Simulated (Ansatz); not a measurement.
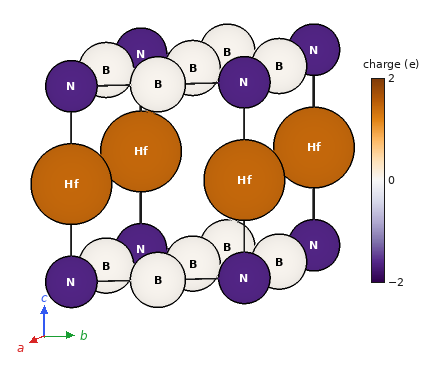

We look at a spheres-only model of the crystal slightly off an axis. The frame is the simulation cell; atoms at its boundary are shown with their periodic copies. The atoms of this HfB3N cell are coloured by their Bader charge.

Setup: Ansatz, DFT PBE, scalar-relativistic, plane waves, PAW; E_cut = 420 eV, a 12×12×10 mesh of k-points, Gaussian smearing of 0.1 eV, no spin polarisation.

**Who donates electrons here and who accepts them?**

Most positive: Hf; most negative: N. Charges: about Hf +1.4 e; B +0.1 e; N -1.6 e.

The model was built from a random cell made by a generator, so it need not be a real form of the compound. Earlier steps of the study may have refined or changed the cell and positions. An electronic-structure calculation with Ansatz was run on it.
